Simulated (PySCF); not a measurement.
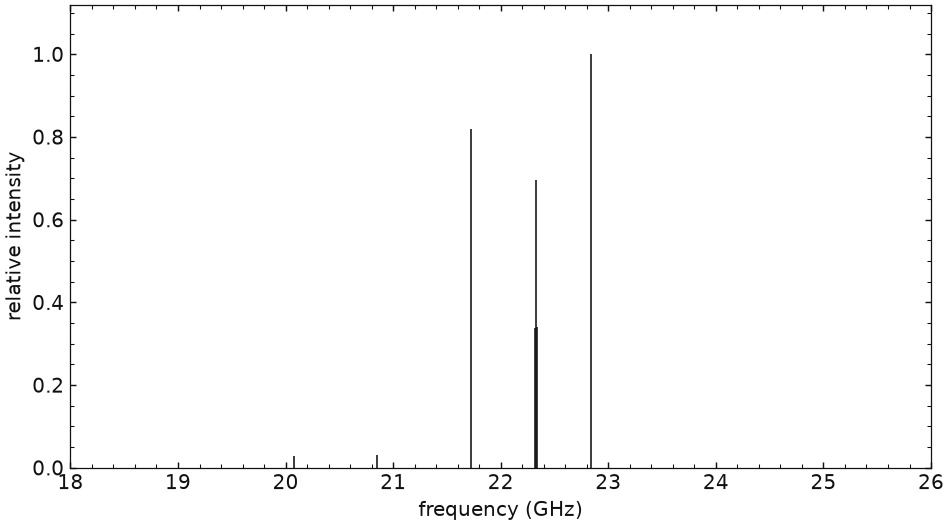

Simulated rotational absorption lines between 18 and 26 GHz at 10 K: rigid rotor with the equilibrium constants and dipole of one optimised conformer (PBE0-D3(BJ)/def2-SVP, PySCF), commonest isotopes; no centrifugal distortion, hyperfine structure, internal rotation or nuclear-spin weights; lines within 1 MHz of each other are summed.

Which molecule gives this spectrum?
A. SiAsH₅, SMILES [SiH3][AsH2]
B. Si₂PH₇ ((SiH3)2PH), SMILES [SiH3]P[SiH3]
C. C₂H₅BClP, SMILES C=CB(P)Cl

Option A. Rotational constants A, B, C = 47.76, 3.725, 3.719 GHz, |μa|, |μb|, |μc| = 0.19, 0.00, 0.48 D.

Known limits of this run: coarse grid, loose stop and no frequency check, small forces are noise and the end may be a saddle.
